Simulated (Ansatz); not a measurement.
# The cluster P₂S₂− (doublet): inputs that go wrong

Aim: try 2 inputs for the cluster P₂S₂− (doublet) as typed, read how each ends, and find what has to change.

Computed with Ansatz 0.2.0, Gaussian basis. Level: the settings change from run to run.

### Step 1. The molecule

The geometry comes from an earlier relaxation with PBE0-D4 in a triple-zeta def2 set; it is a stationary point.

4 atoms, charge -1, spin multiplicity 2.

Atoms are counted from 1 here; the program's logs count them from 0.

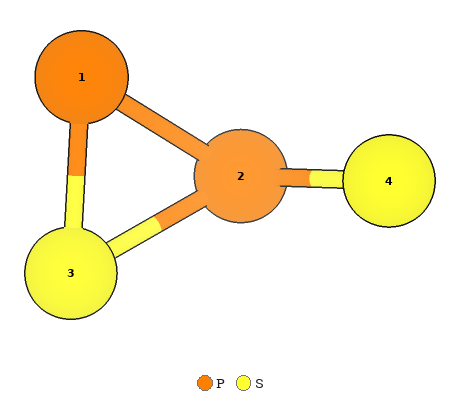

The geometry (phosphorus orange, sulfur yellow); atoms are numbered from 1 in the order of the file.

Geometry (Å):

```
atom    x (Å)    y (Å)    z (Å)
  P1   0.5395   1.3377  -0.7126
  P2  -0.0538  -0.7826  -0.4759
  S3  -1.3465   0.9718   0.0531
  S4   0.8607  -1.5268   1.1354
```

### Step 2. Attempt 1

The input, in.yaml:

```yaml
crystal:
  periodic: [false, false, false]
  atoms:
    - {symbol: P, position_ang: [0.586626, 1.313840, -0.749648]}
    - {symbol: P, position_ang: [0.116685, -0.898292, -0.476719]}
    - {symbol: S, position_ang: [-1.300416, 0.999225, 0.052554]}
    - {symbol: S, position_ang: [0.804055, -1.733981, 0.952662]}
basis:
  gaussian: {orbitals: def2-SVP}
total_charge: -1
magnetization: {spin_polarized: true, initial_magnetization: 1}
hamiltonian: {xc: {name: B97M-V}}
accuracy: high
scf: {lower_state_search: off}
relax: {f_tol: 0.0001, max_steps: 2}
output: {forces: true}
```

Run with:

```sh
> ansatz run in.yaml --threads 4 --pin off --events-out ev --progress --plain --max-ram 3916MiB
```

The program printed:

```text
Functional definition: B97M-V
  name "B97M-V"
  cite "Mardirossian & Head-Gordon, J. Chem. Phys. 142, 074111 (2015) doi:10.1063/1.4907719"
  cite "Becke, J. Chem. Phys. 107, 8554 (1997) doi:10.1063/1.475007"
  cite "Vydrov & Van Voorhis, J. Chem. Phys. 133, 244103 (2010) doi:10.1063/1.3521275"
  # Of w^i u^j: cxij and so on, Table III.
  parameter cx00 = 1.000
  parameter cx01 = 1.308
  parameter cx02 = 1.901
  parameter cx10 = 0.416
  parameter cx11 = 3.070
  parameter css00 = 1.000
  parameter css02 = -1.855
  parameter css10 = -5.668
  parameter css32 = -20.497
  parameter css42 = -20.364
  parameter cos00 = 1.000
  parameter cos01 = 1.573
  parameter cos03 = -6.298
  parameter cos10 = 2.535
  parameter cos32 = -6.427
  parameter b = 6.0
  parameter c = 0.01
  gx(w, u) = cx00 + cx01*u + cx02*u^2 + (cx10 + cx11*u)*w
  gss(w, u) = css00 + css02*u^2 + css10*w + (css32*w^3 + css42*w^4)*u^2
  gos(w, u) = cos00 + cos01*u + cos03*u^3 + cos10*w + cos32*w^3*u^2
  exchange = spin_sum(e_x_unif_s*gx(b97_w, b97_u_x))
  correlation = spin_sum(e_c_pw_mod_same_spin*gss(b97_w, b97_u_same))
      + integral(e_c_pw_mod_opposite_spin*gos(b97_w_opposite, b97_u_opposite)) + vv10(b, c)
these checks for a lower state are left out or cut short: stability, starts, cluster_reference, orbital_swaps, neighbouring_geometries, increment
1392 factors; integrals over basis functions are off by at most 2.3e-9 eV
mean field evaluation 1: about -40226.2743 eV, gradient 1.1e1 eV
mean field evaluation 2: about -40224.1270 eV, gradient 2.1e1 eV
mean field evaluation 4: about -40226.9701 eV, gradient 1.9e0 eV
mean field evaluation 8: about -40226.9873 eV, gradient 1.2e-1 eV
mean field evaluation 16: about -40226.9874 eV, gradient 5.0e-5 eV
mean field -40226.98741917 eV, -1478.3145208232 hartree, gradient 4.6e-8 eV, S^2 0.754546; 0 other end points of the search recorded, 0 dependent functions left out
the calculation of the forces begins
reference -40226.98742292 eV, -1478.3145209608 hartree; 32, 31 occupied and 40, 41 virtual orbitals, 1392 factors
relax step   1: F+E_penalty+E_count = -40226.98741917 eV  Δ(F+E_penalty+E_count) = +0.000e0 eV  max|allowed force component| = 5.991e0 eV/Å  Δτ_max = 0.0000 Å  (21 SCF iters, accepted)
these checks for a lower state are left out or cut short: stability, starts, cluster_reference, orbital_swaps, neighbouring_geometries, increment
1394 factors; integrals over basis functions are off by at most 2.4e-9 eV
mean field evaluation 32: about -40227.6034 eV, gradient 4.8e-4 eV
mean field -40227.60336456 eV, -1478.3371563988 hartree, gradient 2.4e-8 eV, S^2 0.754686; 0 other end points of the search recorded, 0 dependent functions left out
the calculation of the forces begins
reference -40227.60336833 eV, -1478.3371565371 hartree; 32, 31 occupied and 40, 41 virtual orbitals, 1394 factors
relax step   2: F+E_penalty+E_count = -40227.60336456 eV  Δ(F+E_penalty+E_count) = -6.159e-1 eV  max|allowed force component| = 9.979e-1 eV/Å  Δτ_max = 0.1537 Å  (35 SCF iters, accepted)
Error: geometry relaxation did not converge after 2 steps: max|allowed force component| = 9.98e-1 eV/Å (threshold 1.0e-4). Raise `relax.max_steps` over both its present limit and 2, loosen `relax.f_tol`, or start from a geometry closer to equilibrium. Where this run's directory can be resumed (`checkpoint.write`), a resume goes on for up to `relax.max_steps` more
```

It took 16 s on 4 threads of AMD EPYC 7R43, shared host.

**Diagnosis.** The run did not converge. The relaxation is allowed too few steps for its threshold. The start was also shaken off the relaxed geometry, so there is far to go. To mend it, raise relax.max_steps.

### Step 3. Attempt 2

The input, in.yaml:

```yaml
crystal:
  periodic: [false, false, false]
  atoms:
    - {symbol: P, position_ang: [0.509296, 1.328973, -0.702285]}
    - {symbol: P, position_ang: [-0.040805, -0.776946, -0.503846]}
    - {symbol: S, position_ang: [-1.350524, 1.019371, 0.017831]}
    - {symbol: S, position_ang: [0.823587, -1.551463, 1.096439]}
basis:
  gaussian: {orbitals: "6-31G*"}
total_charge: -1
magnetization: {spin_polarized: true, initial_magnetization: 1}
hamiltonian: {xc: {name: PBE0}, dispersion: d2}
scf: {omitted_lower_state_checks: [starts]}
output: {forces: true}
```

Same command.

The program printed:

```text
Error: YAML parse error: error: line 12 column 45: hamiltonian.dispersion: `d2` is not `none`, `rvv10`, `d3bj`, `d3bjatm`, `d4` or a map `{method: …, s8: …, a1: …, a2_bohr: …}` (numbers without units, a2 in bohr) or `{method: …, functional: …}`
  --> <input>:12:45
   |
10 | total_charge: -1
11 | magnetization: {spin_polarized: true, initial_magnetization: 1}
12 | hamiltonian: {xc: {name: PBE0}, dispersion: d2}
   |                                             ^ hamiltonian.dispersion: `d2` is not `none`, `rvv10`, `d3bj`, `d3bjatm`, `d4` or a map `{method: …, s8: …, a1: …, a2_bohr: …}` (numbers without units, a2 in bohr) or `{method: …, functional: …}`
13 | scf: {omitted_lower_state_checks: [starts]}
14 | output: {forces: true}
   |
```

Run time: 0.05 s. Hardware: 4 threads of AMD EPYC 7R43, shared host.

Diagnosis: The program refused the input. d2 isn't among the dispersion terms that the program offers. Its coordinates are also moved off the relaxed structure. Cure: name d3bj, d3bjatm, d4 or rvv10, or leave the key out.

### Step 4. How the tries ended

```
attempt            level          ended                                                        cause    time
      1  B97M-V/def2-SVP  not converged    the relaxation is allowed too few steps for its threshold    16 s
      2      PBE0/6-31G*        refused  d2 isn't among the dispersion terms that the program offers  0.05 s
```

**Reading.** 1 not converged, 1 refused. A refusal costs next to no computing time.
